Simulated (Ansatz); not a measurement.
**CAM-B3LYP/def2-SVP (core potential) run of SnF4 (SMILES [F][Sn]([F])([F])[F])**

Aim: the electronic atomisation energy of SnF4 at CAM-B3LYP/def2-SVP (core potential), from 3 runs. 

Program for the calculation: Ansatz 0.2.0.

48 further runs of the same task are left out: 21 that didn't finish, 27 set aside as unsound or not needed. Runs told in other sessions of the task aren't counted.

## 1. Starting point

SnF4: 5 atoms, total charge 0, spin state singlet. As SMILES, `[F][Sn]([F])([F])[F]`. Geometry: relaxed at PBE0-D4/def2-TZVP.

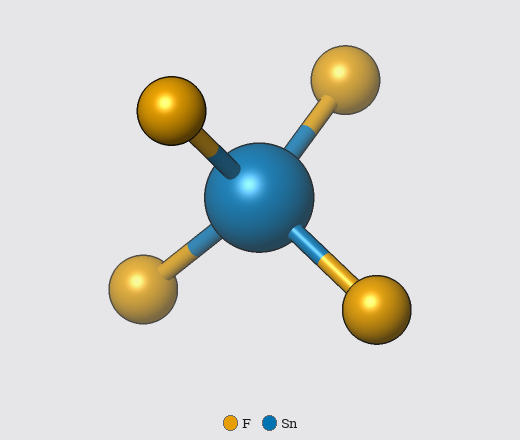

Viewed from a chosen angle; fluorine amber, tin blue.

## 2. The energy at CAM-B3LYP/def2-SVP (core potential)

Input file run.yaml:

```yaml
crystal:
  periodic: [false, false, false]
  atoms:
    - {symbol: F, position_ang: [0.130300, -0.871400, 1.656700]}
    - {symbol: Sn, position_ang: [0.009900, -0.014700, -0.008300]}
    - {symbol: F, position_ang: [-1.285400, 1.340000, 0.078100]}
    - {symbol: F, position_ang: [-0.477600, -1.263800, -1.320800]}
    - {symbol: F, position_ang: [1.672500, 0.736200, -0.447200]}
basis:
  gaussian:
    orbitals: def2-SVP
accuracy: high
hamiltonian:
  xc: {name: CAM-B3LYP}
output:
  orbitals: {seedname: orbitals}
```

Command:

```console
$ ansatz run run.yaml --threads 1 --pin off --max-ram 3480MiB --events-out events.jsonl --progress --plain --runs-dir runs
```

Log:

```text
Warning: RAYON_NUM_THREADS=1 ignored (pool sized by the plan → 1); use --threads N
Functional definition: CAM-B3LYP
  name "CAM-B3LYP"
  parameter alpha = 0.19
  parameter beta = 0.46
  parameter omega = 0.33/bohr
  parameter ac = 0.81
  exchange = (1 - alpha - beta)*b88_x + beta*b88_x_sr(omega) + alpha*exact_x + beta*exact_x_lr(omega)
  correlation = (1 - ac)*vwn5_c + ac*lyp_c
1743 factors; integrals over basis functions are off by at most 3.2e-9 eV
355 factors; integrals over basis functions are off by at most 1.6e-9 eV
mean field evaluation 1: about -16682.9589 eV, gradient 6.2e1 eV
mean field evaluation 2: about -16677.9458 eV, gradient 8.8e1 eV
mean field evaluation 4: about -16689.3312 eV, gradient 3.0e-1 eV
mean field evaluation 8: about -16689.4038 eV, gradient 3.8e-3 eV
mean field evaluation 16: about -16689.4038 eV, gradient 2.8e-7 eV
mean field -16689.40376451 eV, -613.3242758615 hartree, gradient 6.3e-9 eV, S^2 0.000000; 0 other end points of the search recorded, 0 dependent functions left out
reference -16689.40378287 eV, -613.3242765362 hartree; 29, 29 occupied and 53, 53 virtual orbitals, 1743 factors
Total energy: -16689.40378287 eV, -613.3242765362 hartree
```

Wall time 8.1 s (1 thread of Arm Neoverse V1, shared host); peak memory 0.3 GiB.

## 3. The F atom at the same level

Input file job.yaml:

```yaml
crystal:
  periodic: [false, false, false]
  atoms:
    - {symbol: F, position_ang: [0.000000, 0.000000, 0.000000]}
basis:
  gaussian: {orbitals: def2-SVP}
total_charge: 0
magnetization: {spin_polarized: true, initial_magnetization: 1}
hamiltonian: {xc: {name: CAM-B3LYP}}
accuracy: high
```

Run the same way, it converges to -99.61656 Eh (log not shown).

## 4. The Sn atom, same level

Input file job.yaml:

```yaml
crystal:
  periodic: [false, false, false]
  atoms:
    - {symbol: Sn, position_ang: [0.000000, 0.000000, 0.000000]}
basis:
  gaussian:
    orbitals: def2-SVP
total_charge: 0
magnetization:
  spin_polarized: true
  initial_magnetization: 2
hamiltonian:
  xc: {name: CAM-B3LYP}
accuracy: high
```

Command:

```console
$ ansatz run job.yaml --threads 1 --pin off --max-ram 3480MiB --events-out events.jsonl --progress --plain --runs-dir runs
```

Log:

```text
Warning: RAYON_NUM_THREADS=1 ignored (pool sized by the plan → 1); use --threads N
[... 8 set-up lines as earlier in the session ...]
223 factors; integrals over basis functions are off by at most 2.0e-9 eV
101 factors; integrals over basis functions are off by at most 1.3e-9 eV
mean field evaluation 1: about -5829.4686 eV, gradient 1.8e0 eV
mean field evaluation 2: about -5829.5038 eV, gradient 3.9e-1 eV
mean field evaluation 4: about -5829.5082 eV, gradient 3.9e-1 eV
mean field evaluation 8: about -5829.5101 eV, gradient 6.5e-4 eV
mean field evaluation 16: about -5829.5101 eV, gradient 5.1e-8 eV
mean field -5829.51010834 eV, -214.2305450975 hartree, gradient 5.1e-8 eV, S^2 2.002711; 0 other end points of the search recorded, 0 dependent functions left out
reference -5829.51011840 eV, -214.2305454673 hartree; 12, 10 occupied and 14, 16 virtual orbitals, 223 factors
Total energy: -5829.51011840 eV, -214.2305454673 hartree
```

Run time: 2.1 s. Hardware: 1 thread of Arm Neoverse V1, shared host; peak memory 0.1 GiB.

## 5. What came out

Level: CAM-B3LYP/def2-SVP (core potential).

| quantity | value |
| --- | --- |
| molecule: total energy | -613.32428 Eh |
| molecule: HOMO energy | -13.57 eV |
| molecule: LUMO energy | -2.33 eV |
| molecule: HOMO–LUMO gap | 11.25 eV |
| F atom: total energy | -99.61656 Eh |
| F atom: ⟨S²⟩ | 0.751 |
| Sn atom: total energy | -214.23055 Eh |
| Sn atom: ⟨S²⟩ | 2.003 |
| electronic atomisation energy | 17.075 eV |

Taking the molecule apart into free atoms costs 17.08 eV (1648 kJ/mol), before zero-point energy and without spin-orbit coupling.
